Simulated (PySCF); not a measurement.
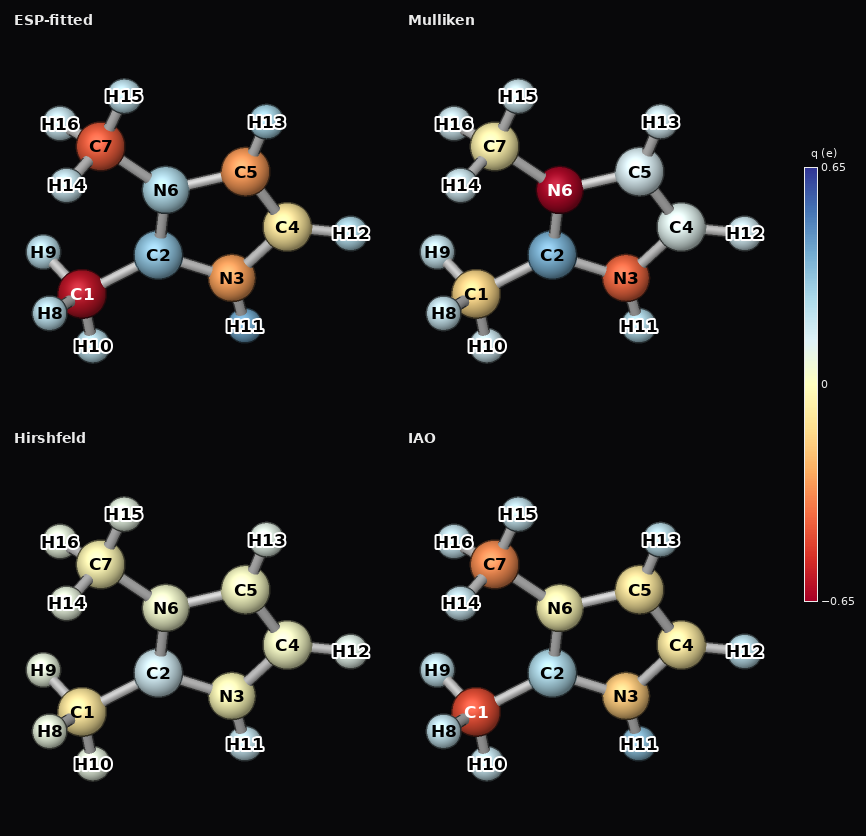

Atomic charges of one calculation by 4 schemes, on one colour scale. Charge +1, singlet. The computed structure is the end point of a GFN2-xTB optimisation. No frequency run is at hand to confirm it as a minimum. Level of theory: PBE0/pcSseg-1 (PySCF 2.14.0).

> Which scheme gives the most polar picture (largest mean size of the charges)?

The ESP-fitted charges are the largest in size here, and the Hirshfeld charges the smallest.

> On which atom do the schemes disagree most?

On N6 (from −0.63 to 0.24 e).

List the charges (e), one line for each set of equivalent atoms.

```tsv
atom	ESP-fitted	Mulliken	Hirshfeld	IAO
C1	−0.59	−0.14	−0.09	−0.45
C2	0.33	0.38	0.16	0.24
N3	−0.28	−0.40	−0.01	−0.18
C4	−0.09	0.11	0.02	−0.08
C5	−0.30	0.14	0.02	−0.08
N6	0.24	−0.63	0.04	−0.02
C7	−0.42	−0.05	−0.03	−0.32
H8, H9	0.22	0.18	0.08	0.19
H10	0.22	0.17	0.08	0.19
H11	0.39	0.24	0.20	0.33
H12	0.24	0.16	0.10	0.21
H13	0.27	0.16	0.10	0.21
H14, H16	0.18	0.17	0.08	0.18
H15	0.21	0.17	0.09	0.19
```
